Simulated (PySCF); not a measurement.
# [Pr(H2O)5]3+: other functionals and bases at one geometry

Aim: see how levels, charges and forces of [Pr(H2O)5]3+ depend on the level of theory. The species was built from a template and needn't be a known compound.

Method: several levels, as the steps say, no spin–orbit coupling; program: PySCF 2.14.0.

5 further runs of the same task are left out: 2 for a known fault of the program, 1 that didn't finish, 2 set aside as unsound or not needed.

### 1 The system as given

16 atoms, charge 3, spin multiplicity 1.

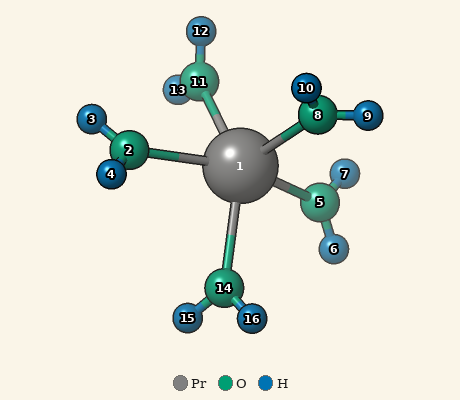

The structure; praseodymium grey, oxygen teal, hydrogen blue; atoms are numbered from 1 in the order of the file.

As a file:

| atom | x (Å) | y (Å) | z (Å) |
| --- | --- | --- | --- |
| Pr1 | 0.0011 | 0.0000 | 0.0000 |
| O2 | -0.4925 | 0.0440 | 2.4014 |
| H3 | -0.8632 | 0.7760 | 2.9394 |
| H4 | -0.3835 | -0.6811 | 3.0532 |
| O5 | -0.4925 | -0.0440 | -2.4014 |
| H6 | -0.8632 | -0.7760 | -2.9394 |
| H7 | -0.3835 | 0.6811 | -3.0532 |
| O8 | 2.4216 | 0.0000 | 0.0000 |
| H9 | 3.0315 | -0.1334 | -0.7591 |
| H10 | 3.0315 | 0.1334 | 0.7591 |
| O11 | -0.8952 | 2.2721 | -0.0333 |
| H12 | -0.4318 | 3.1144 | 0.1662 |
| H13 | -1.8017 | 2.5642 | -0.2708 |
| O14 | -0.8952 | -2.2721 | 0.0333 |
| H15 | -1.8017 | -2.5642 | 0.2708 |
| H16 | -0.4318 | -3.1144 | -0.1662 |

Formal oxidation states: Pr +3. Each metal's 2 4f electrons lie in its core potential, so multiplicities, spins and levels count the valence alone. An earlier session relaxed this geometry at r2SCAN, Pr lcecp-1-SVP with ECP48, O def2-SVP, H def2-SVP (singlet, point group C2).

At r2SCAN on the finer grid: E = -413.675487 Eh, HOMO -21.44 eV, LUMO -14.65 eV, Mulliken charge on Pr1 +1.63 e, largest force component 0.063 eV/Å. 

Levels to run: CAM-B3LYP; BLYP; BP86; revPBE; r2SCAN, TZVP. Hardware: 4 threads of AMD EPYC 9R45 (Zen 5), shared host.

### 2 CAM-B3LYP

run.py (the lines that set the calculation) reads:

```python
mol = gto.M(atom='''
Pr     0.00114     0.00000     0.00000
O     -0.49252     0.04396     2.40140
H     -0.86320     0.77603     2.93945
H     -0.38353    -0.68111     3.05323
O     -0.49252    -0.04396    -2.40140
H     -0.86320    -0.77603    -2.93945
H     -0.38353     0.68111    -3.05323
O      2.42161     0.00000     0.00000
H      3.03149    -0.13336    -0.75907
H      3.03149     0.13336     0.75907
O     -0.89525     2.27206    -0.03328
H     -0.43175     3.11437     0.16618
H     -1.80170     2.56423    -0.27084
O     -0.89525    -2.27206     0.03328
H     -1.80170    -2.56423     0.27084
H     -0.43175    -3.11437    -0.16618''',
    basis={'Pr': 'lcecp-1-SVP', 'O': 'def2-SVP', 'H': 'def2-SVP'},
    ecp={'Pr': 'lcecp-1-SVP'},
    charge=3, spin=0)
mf = dft.RKS(mol, xc='CAMB3LYP')
mf.grids.atom_grid = (75, 302)  # f atoms: unpruned, at least (60, 302)
mf = mf.density_fit()  # fitting sets: Pr AutoAux, O def2-universal-JKFIT, H def2-universal-JKFIT
mf.conv_tol = 1e-08; mf.max_cycle = 55
mf.kernel(dm0)  # dm0: the density of the relaxed state
```

Launch:

```console
$ OMP_NUM_THREADS=4 python run.py
```

What it wrote:

```text
init E= -413.692389106327
  HOMO = -0.896657575374515  LUMO = -0.465854626055078  gap/eV = 11.72275
cycle= 1 E= -413.695942789901  delta_E= -0.00355  |g|= 0.0359  |ddm|= 0.169
  HOMO = -0.892538087467696  LUMO = -0.471312455326376  gap/eV = 11.46213
cycle= 2 E= -413.69594647271  delta_E= -3.68e-06  |g|= 0.0401  |ddm|= 0.0601
  HOMO = -0.896481211674305  LUMO = -0.471127043835218  gap/eV = 11.57448
cycle= 3 E= -413.696234888703  delta_E= -0.000288  |g|= 0.00259  |ddm|= 0.0242
  HOMO = -0.89634514117535  LUMO = -0.470716784430933  gap/eV = 11.58194
cycle= 4 E= -413.696237325154  delta_E= -2.44e-06  |g|= 0.000566  |ddm|= 0.00397
  HOMO = -0.896364759488665  LUMO = -0.470908477323492  gap/eV = 11.57726
cycle= 5 E= -413.696237429868  delta_E= -1.05e-07  |g|= 0.000127  |ddm|= 0.00101
  HOMO = -0.89636342364859  LUMO = -0.470903731404389  gap/eV = 11.57735
cycle= 6 E= -413.696237434461  delta_E= -4.59e-09  |g|= 9.24e-05  |ddm|= 0.000192
  HOMO = -0.896352355125666  LUMO = -0.470896172919637  gap/eV = 11.57725
Extra cycle  E= -413.696237433961  delta_E= 4.99e-10  |g|= 0.000112  |ddm|= 0.00012
converged SCF energy = -413.696237433961
```

Wall time 6.6 s (4 threads of AMD EPYC 9R45 (Zen 5), shared host).

It gives: E = -413.696237 Eh, HOMO -24.39 eV, LUMO -12.81 eV, Mulliken charge on Pr1 +1.62 e, largest force component 0.037 eV/Å. 

### 3 BLYP

Edit run.py (the lines that set the calculation) of step 2 so:

```diff
@@ -20,3 +20,3 @@
     charge=3, spin=0)
-mf = dft.RKS(mol, xc='CAMB3LYP')
+mf = dft.RKS(mol, xc='BLYP')
 mf.grids.atom_grid = (75, 302)  # f atoms: unpruned, at least (60, 302)
```

Launch:

```console
$ OMP_NUM_THREADS=4 python run.py
```

What it wrote:

```text
init E= -413.733510383154
  HOMO = -0.763035302231634  LUMO = -0.543412990960633  gap/eV = 5.97623
cycle= 1 E= -413.739332983839  delta_E= -0.00582  |g|= 0.0206  |ddm|= 0.321
  HOMO = -0.767267448527558  LUMO = -0.538122522787015  gap/eV = 6.23535
cycle= 2 E= -413.739306876068  delta_E= 2.61e-05  |g|= 0.0268  |ddm|= 0.073
  HOMO = -0.766209382670079  LUMO = -0.541055973529569  gap/eV = 6.12674
cycle= 3 E= -413.739491245408  delta_E= -0.000184  |g|= 0.00864  |ddm|= 0.0316
  HOMO = -0.766852103405136  LUMO = -0.54200273649035  gap/eV = 6.11846
cycle= 4 E= -413.739504086209  delta_E= -1.28e-05  |g|= 0.002  |ddm|= 0.00785
  HOMO = -0.766675727362406  LUMO = -0.541823734133047  gap/eV = 6.11853
cycle= 5 E= -413.739504850696  delta_E= -7.64e-07  |g|= 0.000214  |ddm|= 0.00138
  HOMO = -0.766653569287084  LUMO = -0.541813690018238  gap/eV = 6.11820
cycle= 6 E= -413.739504855086  delta_E= -4.39e-09  |g|= 0.000151  |ddm|= 0.000216
  HOMO = -0.766657971672605  LUMO = -0.541813054061651  gap/eV = 6.11834
cycle= 7 E= -413.739504859279  delta_E= -4.19e-09  |g|= 4.45e-06  |ddm|= 9.65e-05
  HOMO = -0.766657747908397  LUMO = -0.54181439254285  gap/eV = 6.11830
Extra cycle  E= -413.739504859276  delta_E= 3.3e-12  |g|= 7.12e-06  |ddm|= 1.16e-05
converged SCF energy = -413.739504859276
```

It took 5.6 s on 4 threads of AMD EPYC 9R45 (Zen 5), shared host.

Result: E = -413.739505 Eh, HOMO -20.86 eV, LUMO -14.74 eV, Mulliken charge on Pr1 +1.44 e, largest force component 0.457 eV/Å. 

### 4 BP86

Edit run.py (the lines that set the calculation) of step 3 so:

```diff
@@ -20,3 +20,3 @@
     charge=3, spin=0)
-mf = dft.RKS(mol, xc='BLYP')
+mf = dft.RKS(mol, xc='B88,P86')
 mf.grids.atom_grid = (75, 302)  # f atoms: unpruned, at least (60, 302)
```

Launch:

```console
$ OMP_NUM_THREADS=4 python run.py
```

What it wrote:

```text
init E= -413.911719233069
  HOMO = -0.770402950594792  LUMO = -0.554095779770256  gap/eV = 5.88602
cycle= 1 E= -413.913776550827  delta_E= -0.00206  |g|= 0.0605  |ddm|= 0.229
  HOMO = -0.781516704646079  LUMO = -0.546644696811565  gap/eV = 6.39119
cycle= 2 E= -413.911766288081  delta_E= 0.00201  |g|= 0.12  |ddm|= 0.142
  HOMO = -0.774687607794147  LUMO = -0.549205541359817  gap/eV = 6.13568
cycle= 3 E= -413.914615905116  delta_E= -0.00285  |g|= 0.00592  |ddm|= 0.0805
  HOMO = -0.774981735500572  LUMO = -0.550791930671611  gap/eV = 6.10052
cycle= 4 E= -413.914629483525  delta_E= -1.36e-05  |g|= 0.000901  |ddm|= 0.0106
  HOMO = -0.77493994235839  LUMO = -0.550763081049397  gap/eV = 6.10016
cycle= 5 E= -413.914629613193  delta_E= -1.3e-07  |g|= 0.000314  |ddm|= 0.000661
  HOMO = -0.774918090674215  LUMO = -0.550754636249138  gap/eV = 6.09980
cycle= 6 E= -413.914629626606  delta_E= -1.34e-08  |g|= 0.000131  |ddm|= 0.000266
  HOMO = -0.774920235138279  LUMO = -0.550753385463226  gap/eV = 6.09989
cycle= 7 E= -413.914629631563  delta_E= -4.96e-09  |g|= 2.05e-06  |ddm|= 8.22e-05
  HOMO = -0.774920633202426  LUMO = -0.550753070221978  gap/eV = 6.09991
Extra cycle  E= -413.91462963156  delta_E= 3.41e-12  |g|= 3.71e-06  |ddm|= 4.52e-06
converged SCF energy = -413.91462963156
```

Run time: 5.6 s. Hardware: 4 threads of AMD EPYC 9R45 (Zen 5), shared host.

Result: E = -413.914630 Eh, HOMO -21.09 eV, LUMO -14.99 eV, Mulliken charge on Pr1 +1.48 e, largest force component 0.514 eV/Å. 

### 5 revPBE

Edit run.py (the lines that set the calculation) of step 4 so:

```diff
@@ -20,3 +20,3 @@
     charge=3, spin=0)
-mf = dft.RKS(mol, xc='B88,P86')
+mf = dft.RKS(mol, xc='PBE_R,PBE')
 mf.grids.atom_grid = (75, 302)  # f atoms: unpruned, at least (60, 302)
```

Launch:

```console
$ OMP_NUM_THREADS=4 python run.py
```

What it wrote:

```text
init E= -413.763045527001
  HOMO = -0.763559837458098  LUMO = -0.54512903378388  gap/eV = 5.94380
cycle= 1 E= -413.764744673669  delta_E= -0.0017  |g|= 0.0726  |ddm|= 0.244
  HOMO = -0.778200317154024  LUMO = -0.541801476571717  gap/eV = 6.43274
cycle= 2 E= -413.761927451399  delta_E= 0.00282  |g|= 0.143  |ddm|= 0.152
  HOMO = -0.769386475550794  LUMO = -0.543018108765154  gap/eV = 6.15980
cycle= 3 E= -413.765831838832  delta_E= -0.0039  |g|= 0.00343  |ddm|= 0.0919
  HOMO = -0.76939140329238  LUMO = -0.543896038205448  gap/eV = 6.13604
cycle= 4 E= -413.76583564219  delta_E= -3.8e-06  |g|= 0.000929  |ddm|= 0.00728
  HOMO = -0.769355879790965  LUMO = -0.543733054676893  gap/eV = 6.13951
cycle= 5 E= -413.765835837779  delta_E= -1.96e-07  |g|= 0.000418  |ddm|= 0.00113
  HOMO = -0.769331231716662  LUMO = -0.543711321354063  gap/eV = 6.13943
cycle= 6 E= -413.765835867961  delta_E= -3.02e-08  |g|= 0.000116  |ddm|= 0.000327
  HOMO = -0.769331859919141  LUMO = -0.54371841787599  gap/eV = 6.13925
cycle= 7 E= -413.765835870717  delta_E= -2.76e-09  |g|= 3.63e-06  |ddm|= 8.29e-05
  HOMO = -0.769331705343078  LUMO = -0.543719411554521  gap/eV = 6.13922
Extra cycle  E= -413.765835870713  delta_E= 3.52e-12  |g|= 4.93e-06  |ddm|= 8.77e-06
converged SCF energy = -413.765835870713
```

It took 5.6 s on 4 threads of AMD EPYC 9R45 (Zen 5), shared host.

Result: E = -413.765836 Eh, HOMO -20.93 eV, LUMO -14.80 eV, Mulliken charge on Pr1 +1.50 e, largest force component 0.345 eV/Å. 

### 6 r2SCAN, TZVP

Basis: Pr lcecp-1-TZVP with ECP48, O def2-TZVP, H def2-TZVP. 

Edit run.py (the lines that set the calculation) of step 5 so:

```diff
@@ -17,6 +17,6 @@
 H     -0.43175    -3.11437    -0.16618''',
-    basis={'Pr': 'lcecp-1-SVP', 'O': 'def2-SVP', 'H': 'def2-SVP'},
-    ecp={'Pr': 'lcecp-1-SVP'},
+    basis={'Pr': 'lcecp-1-TZVP', 'O': 'def2-TZVP', 'H': 'def2-TZVP'},
+    ecp={'Pr': 'lcecp-1-TZVP'},
     charge=3, spin=0)
-mf = dft.RKS(mol, xc='PBE_R,PBE')
+mf = dft.RKS(mol, xc='R2SCAN')
 mf.grids.atom_grid = (75, 302)  # f atoms: unpruned, at least (60, 302)
@@ -24,2 +24,2 @@
 mf.conv_tol = 1e-08; mf.max_cycle = 55
-mf.kernel(dm0)  # dm0: the density of the relaxed state
+mf.kernel(dm0)  # dm0: free metal ions and neutral atoms
```

Launch:

```console
$ OMP_NUM_THREADS=4 python run.py
```

What it wrote:

```text
init E= -404.983735179192
  HOMO = -1.1522998456146  LUMO = -0.699898048675282  gap/eV = 12.31048
cycle= 1 E= -412.068967260493  delta_E= -7.09  |g|= 3.65  |ddm|= 2.57
  HOMO = -0.442412876605518  LUMO = -0.403673236083564  gap/eV = 1.05416
cycle= 2 E= -404.148196067454  delta_E= 7.92  |g|= 6.46  |ddm|= 4.68
  HOMO = -0.798070481108416  LUMO = -0.439950974272765  gap/eV = 9.74493
cycle= 3 E= -413.947232196113  delta_E= -9.8  |g|= 0.785  |ddm|= 4.19
  HOMO = -0.801424169856676  LUMO = -0.577973700581034  gap/eV = 6.08040
cycle= 4 E= -414.117457996172  delta_E= -0.17  |g|= 0.247  |ddm|=  1.3
  HOMO = -0.783377901105619  LUMO = -0.535857812391736  gap/eV = 6.73536
cycle= 5 E= -414.128558361777  delta_E= -0.0111  |g|= 0.116  |ddm|= 0.233
  HOMO = -0.785361034043889  LUMO = -0.535412283060223  gap/eV = 6.80145
cycle= 6 E= -414.130468275785  delta_E= -0.00191  |g|= 0.0458  |ddm|= 0.0673
  HOMO = -0.789198711684342  LUMO = -0.537851030700296  gap/eV = 6.83952
cycle= 7 E= -414.130835519789  delta_E= -0.000367  |g|= 0.00175  |ddm|= 0.021
  HOMO = -0.789510181144282  LUMO = -0.5380993506741  gap/eV = 6.84124
cycle= 8 E= -414.130835892751  delta_E= -3.73e-07  |g|= 0.001  |ddm|= 0.00346
  HOMO = -0.789406365418196  LUMO = -0.538044912694478  gap/eV = 6.83989
cycle= 9 E= -414.130836031442  delta_E= -1.39e-07  |g|= 0.000471  |ddm|= 0.000671
  HOMO = -0.789421632779998  LUMO = -0.53802162332348  gap/eV = 6.84094
cycle= 10 E= -414.130836069124  delta_E= -3.77e-08  |g|= 1.98e-05  |ddm|= 0.000271
  HOMO = -0.78942196948347  LUMO = -0.538025643656645  gap/eV = 6.84084
cycle= 11 E= -414.130836069225  delta_E= -1.02e-10  |g|= 5.13e-06  |ddm|= 2e-05
  HOMO = -0.789422069646339  LUMO = -0.538025830830227  gap/eV = 6.84084
Extra cycle  E= -414.130836069224  delta_E= 1.02e-12  |g|= 4.74e-06  |ddm|= 8.75e-06
converged SCF energy = -414.130836069224
```

It took 28 s on 4 threads of AMD EPYC 9R45 (Zen 5), shared host.

Result: E = -414.130836 Eh, HOMO -21.48 eV, LUMO -14.64 eV, Mulliken charge on Pr1 +2.11 e, largest force component 0.301 eV/Å. 

### 7 All levels side by side

| level | state | HOMO (eV) | gap (eV) | charge on Pr1 (e) | dipole (D) | largest force (eV/Å) | basis functions | time |
| --- | --- | --- | --- | --- | --- | --- | --- | --- |
| r2SCAN (relaxed here) | singlet | -21.44 | 6.79 | 1.63 | 0.20 | 0.06 | 153 | 35 s |
| CAM-B3LYP | singlet | -24.39 | 11.58 | 1.62 | 0.20 | 0.04 | 153 | 6.6 s |
| BLYP | singlet | -20.86 | 6.12 | 1.44 | 0.21 | 0.46 | 153 | 5.6 s |
| BP86 | singlet | -21.09 | 6.10 | 1.48 | 0.21 | 0.51 | 153 | 5.6 s |
| revPBE | singlet | -20.93 | 6.14 | 1.50 | 0.20 | 0.34 | 153 | 5.6 s |
| r2SCAN, TZVP | singlet | -21.48 | 6.84 | 2.11 | 0.17 | 0.30 | 262 | 28 s |

Times are on 4 threads of AMD EPYC 9R45 (Zen 5), shared host; the first row also made further properties. The dipole of a charged species depends on the origin, so these sizes hold for this origin alone.

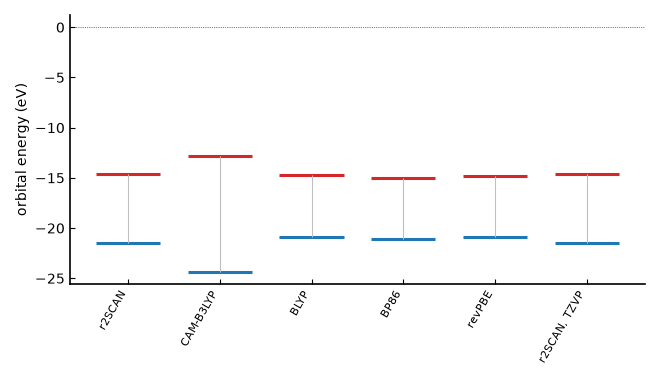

Highest filled and lowest empty level, method by method.

In one basis the HOMO–LUMO gap runs from 6.10 eV (BP86) to 11.58 eV (CAM-B3LYP). The largest leftover force, 0.51 eV/Å with BP86, stands at a geometry relaxed at another level. The Mulliken charge on Pr spans +1.44 to +2.11 e over the levels. With 4f in the core, its levels are missing from HOMO and gap. Total energies of different levels can't be compared. Spin–orbit coupling is left out throughout.
